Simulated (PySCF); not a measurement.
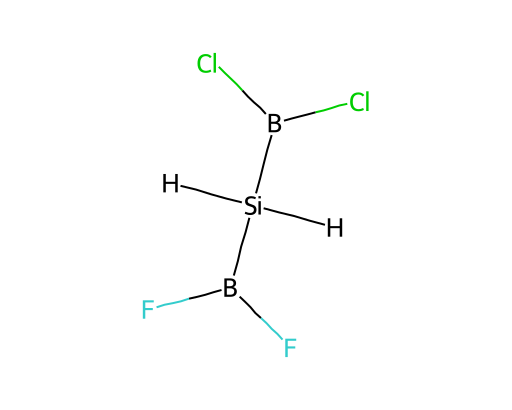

> Write the SMILES.

FB(F)[SiH2]B(Cl)Cl

> Give the formula, hydrogens included.

B2Cl2F2H2Si.

The parts below concern this one geometry. Atoms keep their numbers from picture to picture. The geometry was computed by an optimisation with PBE0-D3(BJ)/def2-SVP. No frequency run is at hand to confirm it as a minimum.

Bond orders

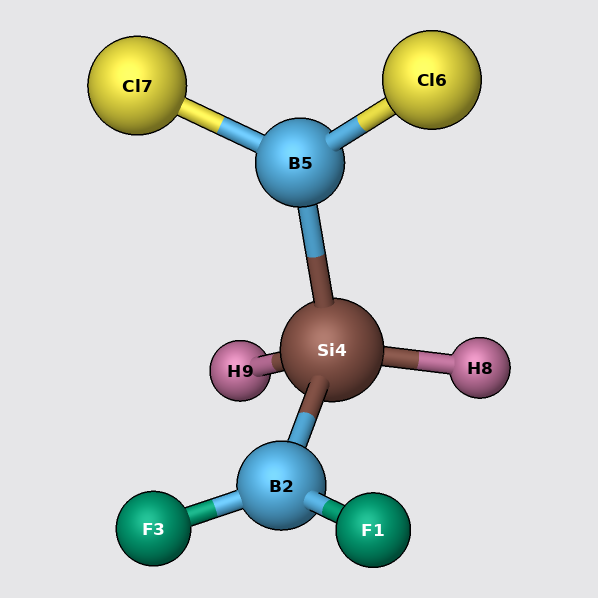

Every bond is drawn as one stick. No frequency run is at hand to confirm it as a minimum. Method: PBE0/6-31G (PySCF 2.14.0).

List the Mayer bond orders of F1–B2, B2–F3, B2–Si4, Si4–B5, Si4–H8, B5–Cl6, B5–Cl7 (one bond of each equivalent set). Atoms whose distances differ by more than 0.02 Å in this geometry are listed apart.

| bond | Mayer order | length (Å) |
| --- | --- | --- |
| F1–B2 | 1.05 | 1.319 |
| B2–F3 | 1.04 | 1.319 |
| B2–Si4 | 0.91 | 2.035 |
| Si4–B5 | 0.88 | 2.022 |
| Si4–H8 | 0.93 | 1.494 |
| B5–Cl6 | 1.24 | 1.748 |
| B5–Cl7 | 1.24 | 1.748 |

Charges

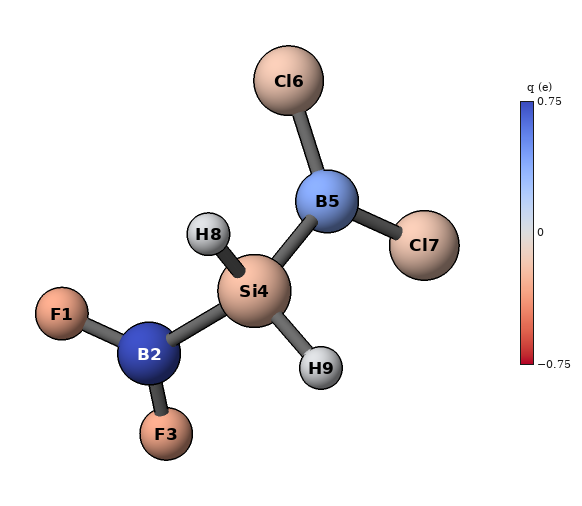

Atoms are coloured by their ESP-fitted charges. No frequency run is at hand to confirm it as a minimum. Level of theory: PBE0/6-31G, gas phase (PySCF 2.14.0).

> Which atom carries the highest charge (most positive or least negative)?

B2 (0.74 e).

> And the lowest?

F1, F3 (−0.31 e).

Give the ESP-fitted charges atom by atom.

```
atom  value (e)
  F1      −0.31
  B2       0.74
  F3      −0.31
 Si4      −0.22
  B5       0.39
 Cl6      −0.16
 Cl7      −0.16
  H8       0.01
  H9       0.02
```

Dipole moment

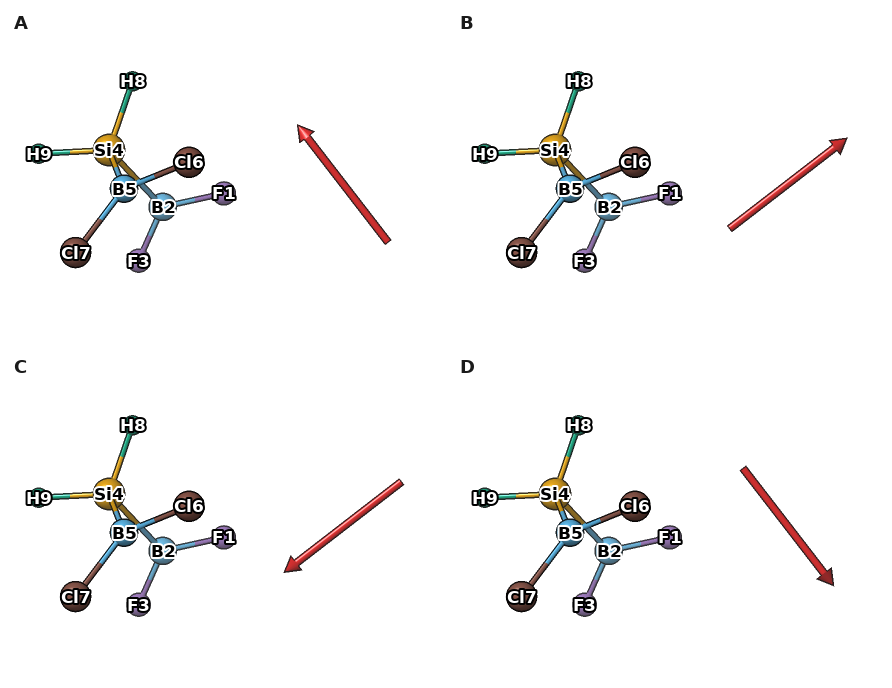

The same molecule four times, each with an arrow. No frequency run is at hand to confirm it as a minimum. Level of theory: PBE0/pcSseg-1, gas phase (PySCF 2.14.0).

> Which arrow points along the dipole moment, from the negative to the positive end?

A. The dipole moment is 1.08 D; it points from the side of F1, F3 to the side of H8, H9 (the outermost atoms at the two ends).
